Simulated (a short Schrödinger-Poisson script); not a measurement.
System: symmetric double-gate stack, Si3N4 on p-type Si(100), at 300 K.

```
layer  material  thickness (nm)  Na (cm⁻³)
-----  --------  --------------  ---------
1         Si3N4             1.5          -
2            Si               5       1e18
3         Si3N4             1.5          -
```

Constants are typed, rounded textbook-type inputs, not results; the design itself was drawn at random and stands for no fabricated device. Si3N4: permittivity 7.5, conduction-band edge (eV) 1.95, gap (eV) 5.1, electron mass (mₑ) 0.5. Si: permittivity 11.7, conduction-band edge (eV) 0, gap (eV) 1.124, Nv at 300 K (cm⁻³) 3.1e19.

Channel valleys (confinement mass, in-plane density-of-states mass, number): Δ2 0.916, 0.19, 2; Δ4 0.19, 0.417, 4. At the gates, both at one voltage, the conduction-band edge of layer 1 lies 2.08 eV − eVg above the Fermi level of the channel. Gaps are held at their typed values at every temperature. Mesh 0.03 nm at interfaces.

From a short Schrödinger-Poisson script (our own, NumPy): 1D Poisson equation in equilibrium, electrons quantum, Hartree (BenDaniel-Duke, 12 states a valley, the channel's in-plane mass for all, wave functions free to enter the dielectric), parabolic valleys, classical holes, full ionisation, no traps, pinning or gate leakage.

Only gate voltages with over 1e8 electrons/cm² are shown.

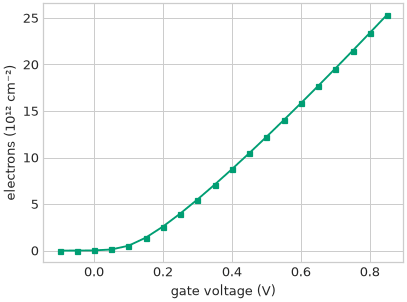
Fig. 1. Sheet density against gate voltage

```
Vg (V)  electrons (cm⁻²)  C (μF/cm²)  Δ2 E0 (meV)  Δ2 E1 (meV)  Δ4 E0 (meV)  Δ4 E1 (meV)
------  ----------------  ----------  -----------  -----------  -----------  -----------
-0.1              4.05e8     < 0.003        258.3        302.7        297.5        461.9
0                1.90e10       0.117        158.8        203.2        198.0        362.4
0.1              5.20e11        2.06         73.1        116.3        112.0        274.9
0.2              2.58e12        4.21         30.9         69.7         68.9        226.2
0.3              5.49e12        5.00         10.5         43.7         47.6        197.7
0.4              8.75e12        5.41         -2.6         25.3         34.1        176.9
0.5              1.22e13        5.69        -12.7         10.5         24.2        160.1
0.6              1.58e13        5.90        -21.3         -2.1         16.3        145.8
0.7              1.96e13        6.06        -29.0        -13.3          9.8        133.3
0.8              2.34e13        6.20        -36.4        -23.4          4.2        122.1
```

Subbands count from the Fermi level. The capacitance is that of both gates.
